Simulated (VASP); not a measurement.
Shape and ions are relaxed at each volume.

Energy against volume of ZnO (wurtzite). These are revPBE GGA, VASP's PBE PAW potentials (set 64) (plane waves; VASP 6.6.1) values and carry that method's errors.

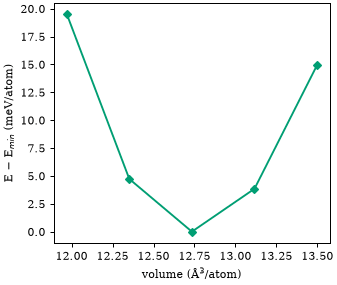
Figure: Energy against volume

Problem. Estimate the equilibrium volume and the bulk modulus.

Solution. The minimum lies near 12.7 Å³/atom, and the curvature gives B0 of about 120 GPa.

Measured: bulk modulus 143 GPa (computed value off by -16.8 %), as given by Cormac Toher et al., Physical Review Materials (2017), arXiv:1611.05714. The calculation is for a static lattice, while the measured bulk modulus holds thermal and zero-point effects, which are part of the difference.

The compound is ZnO in the wurtzite structure. It was relaxed first, which changed the volume by +7 %.
